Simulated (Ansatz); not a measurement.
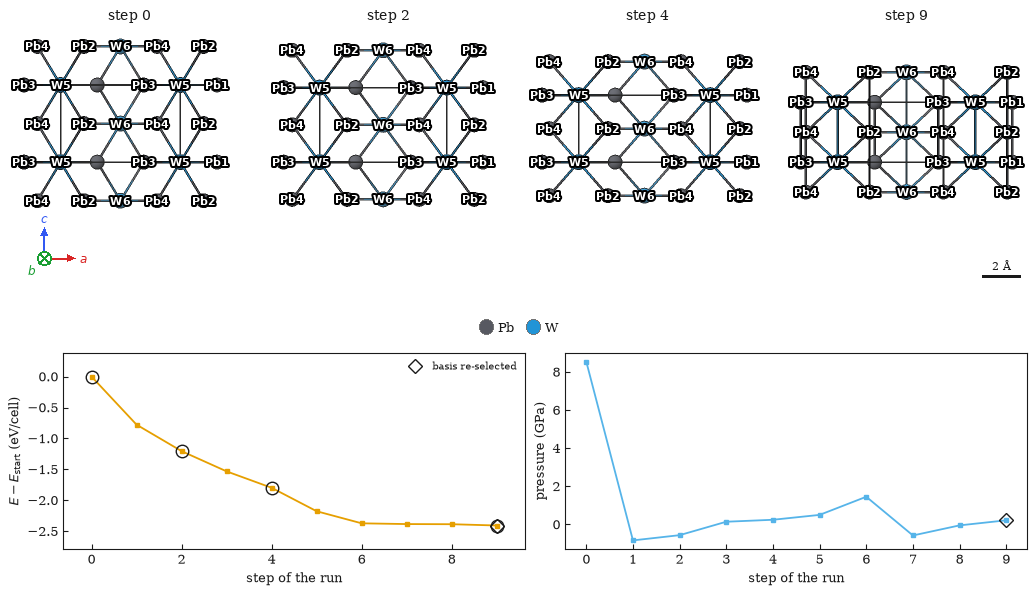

Frames of a relaxation of crystalline Pb2W (built on the rutile_136 type) (coarse preliminary run), marked on the history of the run. Style: ball-and-stick. Shown: the cell of the calculation, along the b axis.

Case: rutile type (P4_2/mnm, No. 136).

Theory: DFT PBE, scalar-relativistic, plane waves, PAW in Ansatz.

Input
```yaml
crystal:
  lattice:
    - [6.3538007821, 0.0, 0.0]
    - [0.0, 6.3538007821, 0.0]
    - [0.0, 0.0, 4.0924894458]
  atoms:
    - { symbol: Pb, position: [0.306, 0.306, 0.0] }
    - { symbol: Pb, position: [0.194, 0.806, 0.5] }
    - { symbol: Pb, position: [0.694, 0.694, 0.0] }
    - { symbol: Pb, position: [0.806, 0.194, 0.5] }
    - { symbol: W, position: [0.0, 0.0, 0.0] }
    - { symbol: W, position: [0.5, 0.5, 0.5] }
basis:
  ecutwfc: 420
kpoints:
  mp_grid: { grid: [4, 4, 4] }
hamiltonian:
  xc: pbe
scf:
  occupations: { method: gaussian, width: 0.1 }
  lower_state_search: "off"
output:
  forces: true
  stress: true
  eigenvalues: true
relax:
  adjacent_minimum: "off"
  f_tol: 0.04
  max_steps: 70
  cell: { stress_tol: 0.4 }
```

Launched with:
```bash
ansatz run input.yaml --threads 1 --pin off --max-ram 2560MiB --backend cpu --events-out ev --progress --plain --runs-dir out
```

Q: Describe the path.

A: Over 8 accepted moves (9 points after the start) the energy falls by 2.408 eV per cell of the calculation. Largest force component: 1.2 eV/Å at the start, 0.015 eV/Å at the end. Pressure: 8.54 GPa at the start and 0.22 GPa at the end. At 1 point the geometry stayed and the basis and grid were re-selected for the new cell (energy shift of 20.8 meV per cell of the calculation at most each time). The largest moves relative to the cell, 0.39 Å, are those of Pb1, Pb2, Pb3 and Pb4. Pb1 goes along [−1 −1 0]. W stays in place. Cell: a = b 6.354 → 7.311 Å (+15.1 %), c 4.092 → 3.176 Å (−22.4 %). Volume +2.7 %. Among the contacts that change: W5–W5 4.092 → 3.176 Å, Pb1–Pb1 4.092 → 3.176 Å, Pb1–W6 2.688 → 2.872 Å, Pb1–W5 2.750 → 2.776 Å. Bond angles that change, for instance: Pb1–W6–Pb1 99.1° → 67.1°, W5–Pb2–W5 99.1° → 67.1°, Pb1–W6–Pb3 80.9° → 112.9°. The space group stays P4_2/mnm (No. 136). The run took 2.2 min on 1 thread of Arm Neoverse V1 (shared host), peak memory 0.48 GiB. From step 0 to 2: Pb atoms move most (0.21 Å), volume +9.0 %, energy −1.206 eV per cell of the calculation. From step 2 to 4: Pb atoms move most (0.07 Å), volume −3.6 %, energy −0.593 eV per cell of the calculation. From step 4 to 9: Pb atoms move most (0.09 Å), volume −2.2 %, energy −0.610 eV per cell of the calculation.

```tsv
step	E − E(0), meV/atom	largest force component, eV/Å	pressure, GPa	volume, Å³/atom	note
0	0.00	1.2410	8.54	27.536	
1	-129.63	0.5341	-0.84	30.507	
2	-200.92	0.1810	-0.56	30.004	
3	-255.44	0.0306	0.14	29.391	
4	-299.69	0.0625	0.25	28.933	
5	-362.89	0.0666	0.50	28.412	
6	-395.44	0.0773	1.45	27.805	
7	-397.45	0.0134	-0.58	28.469	
8	-397.85	0.0140	-0.05	28.286	
9	-401.32	0.0149	0.22	28.286	same geometry, new basis
```

Limits of the set-up: the k-point mesh is coarse for a cell with partly filled bands.
